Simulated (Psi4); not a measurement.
**GeNH3 (SMILES [N][GeH3]) at U-wB97X-D/heavy-aug-cc-pVDZ (sweep point 3)**

Aim: the energy change on altering one bond length of GeNH3 at U-wB97X-D/heavy-aug-cc-pVDZ (sweep point 3), from 2 runs. 

The calculation is run with Psi4 1.11.

## (1) The molecule

GeNH3: 5 atoms, total charge 0, spin state triplet. As SMILES, `[N][GeH3]`. The shape comes from GFN2-xTB, which is rough for such elements, and wasn't checked as a minimum.

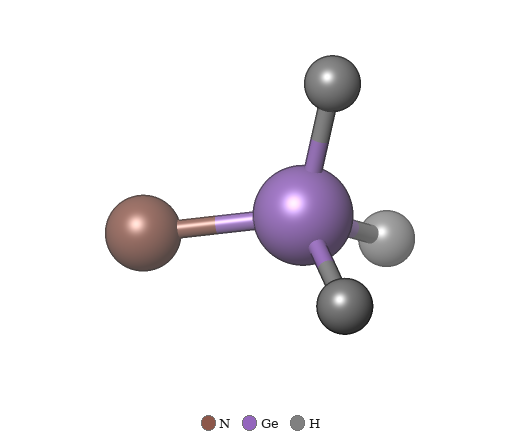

The structure, seen from a chosen angle (nitrogen brown, germanium purple, hydrogen grey).

## (2) A single-point energy at U-wB97X-D/heavy-aug-cc-pVDZ (sweep point 3)

The input, job.inp:

```
memory 1600 MB

molecule system {
  0 3
  N     -0.957900     0.020900     1.433700
  Ge     0.005750    -0.000130    -0.008750
  H     -0.726050     0.592710    -1.180850
  H      0.400050    -1.397520    -0.399400
  H      1.278160     0.784040     0.155290
  units angstrom
  symmetry c1
}

set basis heavy-aug-cc-pVDZ
set reference uks
set puream true
set scf_type pk
set dft_radial_points 99
set dft_spherical_points 590
set maxiter 150

e_tot = energy('wb97x-d')
```

Run with:

```console
$ psi4 -n 1 job.inp job.out
```

job.out:

```text
[...]
  Running in c1 symmetry.
[...]
  Nuclear repulsion =  106.905912377273538
[...]
  Multiplicity = 3
[...]
  Nalpha       = 22
  Nbeta        = 20
[...]
    Number of basis functions: 74
[...]
   @UKS iter   1: -2132.76121607288178   -3.10590e+00   1.60370e-02 DIIS/ADIIS
[...]
   @UKS iter   9: -2133.43334502710331   -4.30005e-08   3.89099e-07 DIIS
[...]
   @S^2 Observed:                2.009878436E+00
[...]
    Orbital Energies [Eh]
    ---------------------
    Alpha Occupied:
       1A   -399.047504     2A    -50.001390     3A    -44.499751
       4A    -44.499750     5A    -44.499423     6A    -14.515461
       7A     -6.370420     8A     -4.534606     9A     -4.533304
      10A     -4.533303    11A     -1.348215    12A     -1.343106
      13A     -1.343105    14A     -1.339188    15A     -1.339187
      16A     -0.938675    17A     -0.643509    18A     -0.479688
      19A     -0.479668    20A     -0.431799    21A     -0.395593
      22A     -0.395577
    Alpha Virtual:
      23A      0.046904    24A      0.058921    25A      0.063347
[...]
  @UKS Final Energy: -2133.43334502710331
   => Energetics <=
    Nuclear Repulsion Energy =            106.9059123772735376
    One-Electron Energy =               -3182.4103376767184272
    Two-Electron Energy =                1006.6395923410332216
    DFT Exchange-Correlation Energy =     -64.5674916131791150
    Empirical Dispersion Energy =          -0.0010204555123793
    VV10 Nonlocal Energy =                  0.0000000000000000
    Total Energy =                      -2133.4333450271033144
[...]
 Multipole Moments:
 ------------------------------------------------------------------------------------
     Multipole            Electronic (a.u.)      Nuclear  (a.u.)        Total (a.u.)
 ------------------------------------------------------------------------------------
 L = 1.  Multiply by 2.5417464519 to convert [e a0] to [Debye]
 Dipole X            :          0.3732975           -0.0267490            0.3465485
 Dipole Y            :         -0.0081714            0.0006068           -0.0075646
 Dipole Z            :         -0.5597175            0.0407672           -0.5189503
 Magnitude           :                                                    0.6240693
[...]
```

Wall time 42 s (1 thread of Intel Xeon Platinum 8259CL at 2.50GHz (Skylake/Cascade Lake), shared host); peak memory 1.1 GiB.

## (3) The distorted shape

The input, job.dat:

```
memory 1600 mb

molecule system {
  0 3
  N     -1.150615     0.025106     1.722167
  Ge     0.005750    -0.000130    -0.008750
  H     -0.726050     0.592710    -1.180850
  H      0.400050    -1.397520    -0.399400
  H      1.278160     0.784040     0.155290
  units angstrom
  symmetry c1
}

set basis heavy-aug-cc-pVDZ
set reference uks
set puream true
set scf_type pk
set dft_radial_points 99
set dft_spherical_points 590
set maxiter 150

result, w = energy('wb97x-d', return_wfn=True)
```

Run with:

```console
$ psi4 -i job.dat -o job.out -n 1
```

job.out:

```text
[...]
  Running in c1 symmetry.
[...]
  Nuclear repulsion =   95.101041241928655
[...]
  Multiplicity = 3
[...]
  Nalpha       = 22
  Nbeta        = 20
[...]
    Number of basis functions: 74
[...]
   @UKS iter   1: -2132.73680166362965   -3.48034e+00   1.60058e-02 DIIS/ADIIS
[...]
   @UKS iter  10: -2133.43692485790507   -3.16877e-08   3.67499e-07 DIIS
[...]
   @S^2 Observed:                2.018340118E+00
[...]
    Orbital Energies [Eh]
    ---------------------
    Alpha Occupied:
       1A   -399.059492     2A    -50.010604     3A    -44.509633
       4A    -44.509052     5A    -44.509051     6A    -14.528095
       7A     -6.375518     8A     -4.539554     9A     -4.538136
      10A     -4.538135    11A     -1.346725    12A     -1.346724
      13A     -1.346292    14A     -1.343383    15A     -1.343382
      16A     -0.891518    17A     -0.654439    18A     -0.455086
      19A     -0.455059    20A     -0.411835    21A     -0.401585
      22A     -0.401574
    Alpha Virtual:
      23A      0.027660    24A      0.059287    25A      0.064396
[...]
  @UKS Final Energy: -2133.43692485790507
   => Energetics <=
    Nuclear Repulsion Energy =             95.1010412419286553
    One-Electron Energy =               -3158.8192602597682708
    Two-Electron Energy =                 994.7738797467220593
    DFT Exchange-Correlation Energy =     -64.4915780781793586
    Empirical Dispersion Energy =          -0.0010075086082662
    VV10 Nonlocal Energy =                  0.0000000000000000
    Total Energy =                      -2133.4369248579050691
[...]
 Multipole Moments:
 ------------------------------------------------------------------------------------
     Multipole            Electronic (a.u.)      Nuclear  (a.u.)        Total (a.u.)
 ------------------------------------------------------------------------------------
 L = 1.  Multiply by 2.5417464519 to convert [e a0] to [Debye]
 Dipole X            :          0.6066760           -0.2209757            0.3857003
 Dipole Y            :         -0.0132733            0.0048458           -0.0084275
 Dipole Z            :         -0.9090717            0.3314969           -0.5775747
 Magnitude           :                                                    0.6945706
[...]
```

Run time: 45 s. Hardware: 1 thread of Intel Xeon Platinum 8259CL at 2.50GHz (Skylake/Cascade Lake), shared host; peak memory 1.1 GiB.

## (4) Outcome

At U-wB97X-D/heavy-aug-cc-pVDZ (sweep point 3):

| quantity | value |
| --- | --- |
| first shape: total energy | -2133.43335 Eh |
| first shape: dipole moment | 1.59 D |
| first shape: HOMO energy (highest over α and β) | -10.56 eV |
| first shape: LUMO energy (lowest over α and β) | -1.40 eV |
| first shape: dispersion energy | -2.68 kJ/mol |
| first shape: ⟨S²⟩ | 2.010 |
| distorted shape: total energy | -2133.43692 Eh |
| distorted shape: dipole moment | 1.77 D |
| distorted shape: HOMO energy (highest over α and β) | -9.97 eV |
| distorted shape: LUMO energy (lowest over α and β) | -0.85 eV |
| distorted shape: dispersion energy | -2.65 kJ/mol |
| distorted shape: ⟨S²⟩ | 2.018 |
| energy change with the N1–Ge2 bond stretched from 1.735 to 2.082 Å | -0.097 eV |

**Reading.** With the N1–Ge2 bond stretched from 1.735 to 2.082 Å the energy falls by 0.10 eV (9.4 kJ/mol). The first shape isn't relaxed at this level, so the change isn't measured from a minimum.
